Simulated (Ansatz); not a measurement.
The figure comes from a scan of TiO₂ (anatase): a phonon pattern at M = (0.5, 0.5, 0.5) is frozen into a 12-atom cell, Q being the largest atomic displacement. These are PBE (plane waves to 420 eV, PAW, scalar-relativistic; Ansatz, an electronic-structure program) values and carry that method's errors. k mesh 12×12×12 (Γ-centred), Fermi-Dirac smearing 0.05 eV. The energy includes the smearing's −TS. Left out: 2 of 13 points, with atoms too close for the PAW data. As the smearing reaches across the gap at some points, energies and forces of such displacements shift with the k mesh and the smearing. TiO2 is run without spin polarisation. TiO2 was relaxed with its symmetry unable to fall. ΔE is measured from the undisplaced structure.

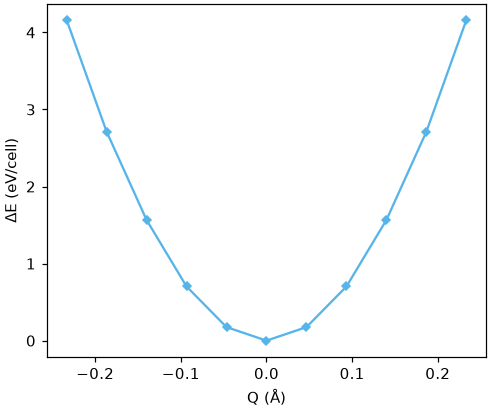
Figure. ΔE (eV/cell) against Q (Å); computed points joined by lines.

Turn the plot into a table (rounded to what can be read).

To the nearest 0.1:

```json
[
 {"Q (Å)": "-0.233", "ΔE (eV/cell)": "4.2"},
 {"Q (Å)": "-0.187", "ΔE (eV/cell)": "2.7"},
 {"Q (Å)": "-0.140", "ΔE (eV/cell)": "1.6"},
 {"Q (Å)": "-0.093", "ΔE (eV/cell)": "0.7"},
 {"Q (Å)": "-0.047", "ΔE (eV/cell)": "0.2"},
 {"Q (Å)": "0.000", "ΔE (eV/cell)": "0.0"},
 {"Q (Å)": "0.047", "ΔE (eV/cell)": "0.2"},
 {"Q (Å)": "0.093", "ΔE (eV/cell)": "0.7"},
 {"Q (Å)": "0.140", "ΔE (eV/cell)": "1.6"},
 {"Q (Å)": "0.187", "ΔE (eV/cell)": "2.7"},
 {"Q (Å)": "0.233", "ΔE (eV/cell)": "4.2"}
]
```

(A displaced cell: forces are minus the slopes of the energy, force constants its curvatures, and phonons follow from these.)
